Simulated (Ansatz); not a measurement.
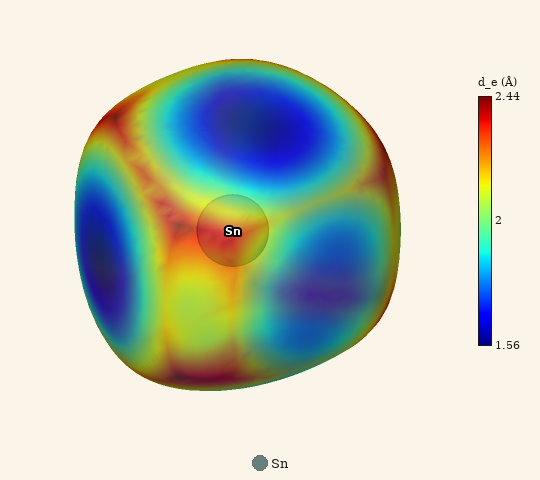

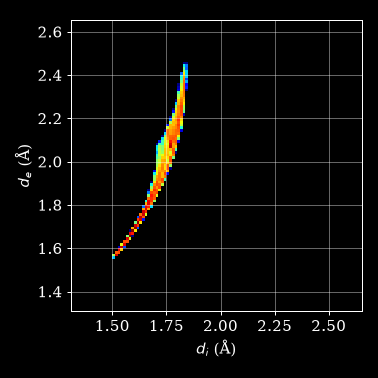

Hirshfeld surface computed for one Sn atom in Sn (I4_1/amd, No. 141), coloured by d_e. The second picture is its fingerprint plot, coloured by area on a logarithmic scale (blue little, red much).

The surface is where the fragment's share of the procrystal density (the sum of the densities of spherically averaged neutral Hartree-Fock atoms) equals one half. d_i and d_e are the distances from the surface to the nearest nucleus inside and outside. From Rb on the atoms have core potentials, so only their outer electrons count.

Origin of the cell: coordinates from a relaxation with Ansatz 0.2.0, DFT, PBE, all-electron LAPW, scalar-relativistic.

```cif
data_structure
_symmetry_space_group_name_H-M 'I4_1/amd:1'
_symmetry_Int_Tables_number 141
_cell_length_a 5.9318
_cell_length_b 5.9318
_cell_length_c 3.2277
_cell_angle_alpha 90.000
_cell_angle_beta 90.000
_cell_angle_gamma 90.000
_cell_volume 113.57
loop_
_atom_site_label
_atom_site_type_symbol
_atom_site_symmetry_multiplicity
_atom_site_Wyckoff_symbol
_atom_site_fract_x
_atom_site_fract_y
_atom_site_fract_z
_atom_site_occupancy
Sn1 Sn 4 a 0.00000 0.00000 0.00000 1
```

Q: What is the shortest distance from the fragment to an atom outside it?

A: Sn–Sn, 3.07 Å.

Q: How is the surface shared among contacts (nearest atom inside ··· nearest atom outside)?

A: Sn···Sn 100 %. The surface faces 10 neighbours with more than 2 % of its area each: 10 Sn.

Q: Give the size and shape of the surface.

A: It encloses about 21.0 Å³, has an area of about 38 Å² and a globularity of 0.98 (1 for a sphere).

Q: Where does the fingerprint reach closest to the origin?

A: The smallest d_i + d_e is about 3.1 Å, which belongs to the shortest contact, Sn···Sn at 3.07 Å; d_e runs from 1.56 to 2.44 Å.
